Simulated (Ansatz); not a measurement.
The calculation's input:

```
crystal:
  periodic: [false, false, false]
  atoms:
    - {symbol: O, position_ang: [-0.801884, -1.457941, -0.558286]}
    - {symbol: W, position_ang: [-0.096573, 0.149570, 0.059285]}
    - {symbol: O, position_ang: [0.892927, -0.724376, 1.385478]}
    - {symbol: O, position_ang: [1.302982, 0.102103, -1.161118]}
    - {symbol: F, position_ang: [-1.705041, 0.287281, 1.010820]}
    - {symbol: F, position_ang: [0.428874, 1.690665, 0.995587]}
    - {symbol: Cl, position_ang: [-1.124665, 1.581339, -1.486569]}
    - {symbol: H, position_ang: [-1.613262, -1.866094, -0.242657]}
    - {symbol: H, position_ang: [1.390588, -0.231108, 2.045902]}
    - {symbol: H, position_ang: [1.326065, 0.468550, -2.048443]}
basis:
  gaussian: {orbitals: def2-TZVPP}
hamiltonian: {xc: pbe0, dispersion: d4}
output: {orbitals: {seedname: orbitals}}
```

Command:

```sh
ansatz run in.yaml --threads 2 --pin off --events-out ev --progress --plain --max-ram 32768MiB --backend cpu
```

Geometry: PBE0-D4/def2-TZVP; core potentials replace the inner electrons of W.

Computed with Ansatz, RKS PBE0-D4/def2-TZVPP.

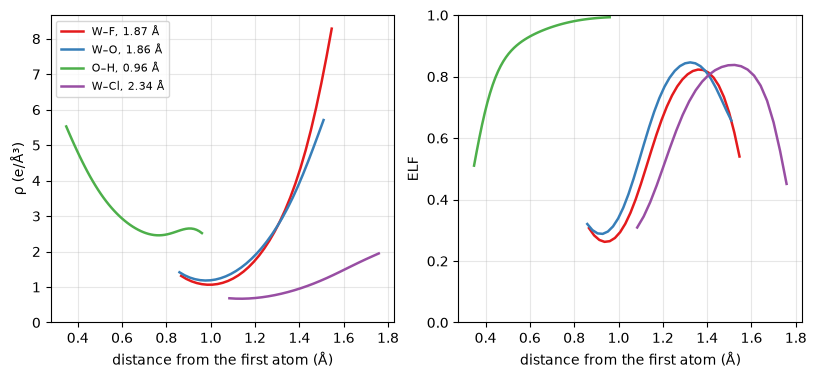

ClF$_{2}$H$_{3}$O$_{3}$W (SMILES [OH][W]([OH])([OH])([F])([F])[Cl]). Electron density and ELF along straight lines between neighbouring atoms. The curves leave out the atomic cores.

**What can be read from the curves?**

W–F (1.87 Å): ρ at the midpoint is about 1.1 e/Å³; the ELF peaks at about 0.80 in the valence shell of F, 0.5 Å from its nucleus, and drops to about 0.25 between the two atoms.
W–O (1.86 Å): the density is about 1.2 e/Å³ at the midpoint; the ELF peaks at about 0.85 in the valence shell of O, 0.5 Å from its nucleus, and drops to about 0.30 between the two atoms.
O–H (0.96 Å): ρ is about 3.9 e/Å³ halfway; the ELF climbs to about 1 towards the hydrogen, as it does in any bond to H; an ordinary covalent bond to hydrogen.
W–Cl (2.34 Å): ρ at the midpoint is about 0.68 e/Å³; the ELF peaks at about 0.85 in the valence shell of Cl, 0.8 Å from its nucleus, and is about 0.45 at the midpoint.
